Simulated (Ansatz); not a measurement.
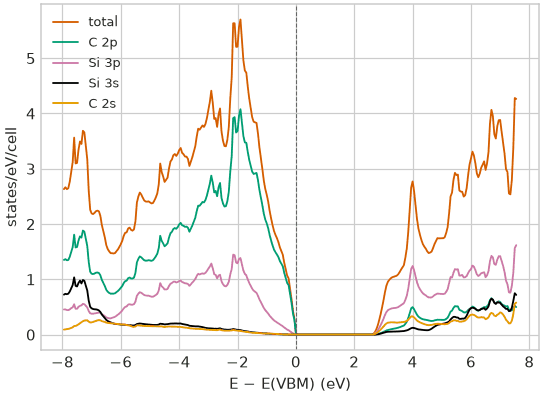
Figure. Total and projected density of states of SiC (4H polytype, P6_3mc), the program Ansatz at the r²SCAN level (PAW)

Which orbitals carry the states next to the gap?

Top 1 eV of the valence band: C 2p 83 %, Si 3p 12 %. Bottom 1 eV of the conduction band: Si 3p 46 %, C 2s 22 %, C 2p 10 %, Si 3s 5 %, outside the projected shells 17 %. Projections are on Löwdin-orthogonalised atomic valence shells; empty p or d shells of many metals are not among them.

Where is the tallest occupied peak in this window, and what makes it?

Near -1.9 eV, about 5.7 states/eV per cell; the largest projected share is C 2p.

The cell was relaxed with r²SCAN under the symmetry of its start.

Potentials: the later of the program's two PAW sets.
